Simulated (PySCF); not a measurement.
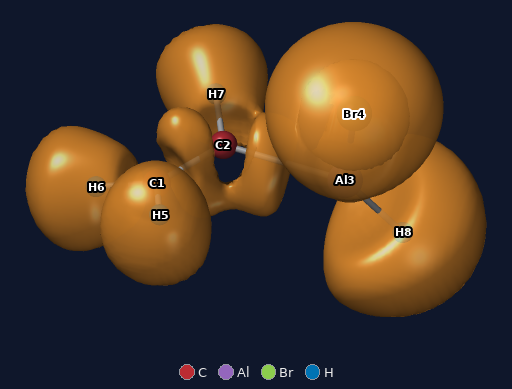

C2H4AlBr (SMILES [CH2][CH+][AlH][Br]) (charge +1, doublet). Isosurface of the electron localisation function at 0.75 (orange), seen from one side. Core shells and regions of very low density are left out.

Geometry: PBE0-D3(BJ)/ma-def2-SVP.

Method: DFT single point, gas phase, functional PBE0 (PySCF).

| atom | x (Å) | y (Å) | z (Å) |
| --- | --- | --- | --- |
| C | -1.2566 | 0.3113 | 0.5552 |
| C | -0.4662 | -0.1950 | -0.4121 |
| Al | 1.5445 | -0.4439 | -0.2319 |
| Br | 1.9669 | 1.7038 | -0.6653 |
| H | -0.9166 | 1.0408 | 1.3029 |
| H | -2.2964 | -0.0405 | 0.6603 |
| H | -0.8726 | -0.5874 | -1.3617 |
| H | 2.3373 | -1.7515 | 0.0562 |

**What do the ELF domains correspond to?**

The surface consists of four regions around hydrogen nuclei and one region on Br in which the atom's valence shell and bonds are merged.

Values along the shortest contacts:
C–C (1.35 Å): the ELF peaks at about 0.95 between the atoms; a covalent bond. C–Al (2.03 Å): the ELF peaks at about 0.95 in the valence shell of C, 0.8 Å from its nucleus, and is about 0.85 at the midpoint.
